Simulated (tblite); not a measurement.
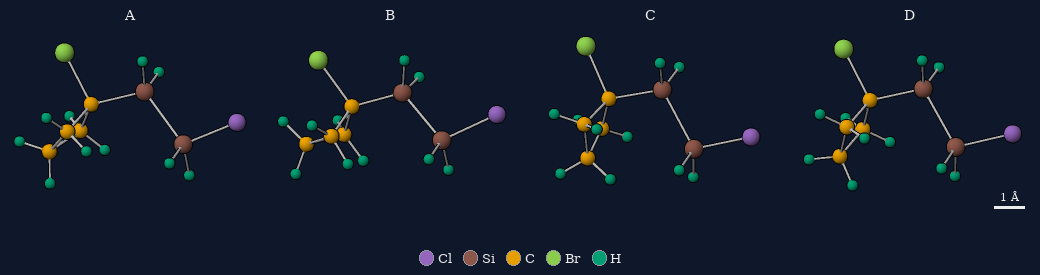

4 geometries from one relaxation of C4H10BrClSi2, in shuffled order. The picture is a ball-and-stick view, seen at a tilt.

Theory: GFN2-xTB geometry optimisation, gas phase in tblite. 

### Order the frames from highest to lowest energy.

B, A, D, C. They are steps 0, 39, 63, 118, at +105.5 kJ/mol, +8.07 kJ/mol, +4.15 kJ/mol relative to the last. An H atom moves most after the best rigid fit: 1.97 Å. Largest moves by element: H 1.97 Å, C 0.90 Å, Cl 0.82 Å, Br 0.61 Å, Si 0.43 Å. Near-neighbour distances that change, for instance: Br–C 2.887 → 3.817 Å, Si–Si 2.194 → 2.317 Å, C–Si 1.821 → 1.914 Å, Cl–Si 2.113 → 2.022 Å. Bond angles that change, for instance: C–C–H 107.0° → 116.9°, H–C–H 117.7° → 108.7°, C–C–H 109.0° → 116.9°. Groups turn about C–C by about 55°, C–C by about 55°, C–C by about 50°. After 118 geometry steps the energy has fallen by 105.5 kJ/mol. The run took 1.1 s on 1 thread of Arm Neoverse V2 (shared host).
